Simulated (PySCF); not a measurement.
Molecule: SMILES FC(F)=C(F)F (C2F4), singlet. Atoms near the plane z = 0.0 Å, at the PBE0/def2-SVP optimised geometry (x, y, z in Å): F1 (1.4, 1.1, 0.0), C2 (0.7, 0.0, 0.0), F3 (1.4, -1.1, 0.0), C4 (-0.7, 0.0, 0.0), F5 (-1.4, -1.1, 0.0), F6 (-1.4, 1.1, 0.0).

Calculation: PBE0/def2-TZVP in PySCF 2.14.0. Cells within 0.4 Å of a nucleus heavier than hydrogen are left out (blank, or x). The values are rescaled to run from 0 to 1.

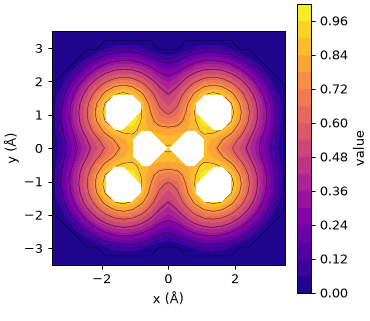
Fig. 1. a field on the plane z = 0.0 Å.

Problem. Which quantity is mapped?
A. an orbital amplitude
B. electron localisation function
C. log10 of the electron density
D. Laplacian of the electron density

Solution. C, log10 of the electron density. In full: log10 of the electron density (e/bohr³), floored at −4.
